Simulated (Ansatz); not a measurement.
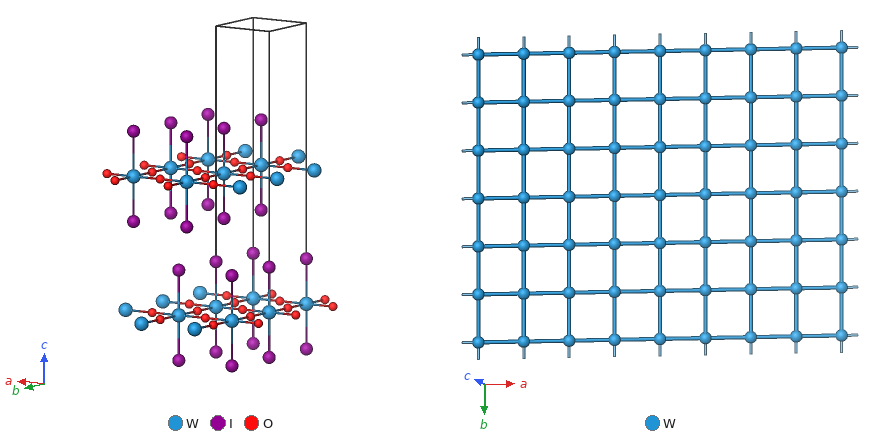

Left: the structure. Right: its underlying net. Nodes are coloured by element. One layer is drawn. Short stubs are edges that leave the cut-out.

WI2O2 (space group Immm, No. 71): a calculation's input that goes back to an entry of the Crystallography Open Database (an earlier step may have relaxed or displaced it).

Bonds are taken as I–W below 3 Å and O–W below 2.2 Å. Atoms with one bond or none are removed and atoms with two bonds are replaced by edges, until no such atom is left.

The result is a uninodal 4-connected, two-periodic (layers) net: W is a 4-connected node. O becomes part of the edges. I drops out. It is the sql net, known from the square lattice. The layers lie parallel to (001).

```tsv
node	links	point symbol	coordination sequence
W	4	4⁴·6²	4 8 12 16 20 24 28 32 36 40
```
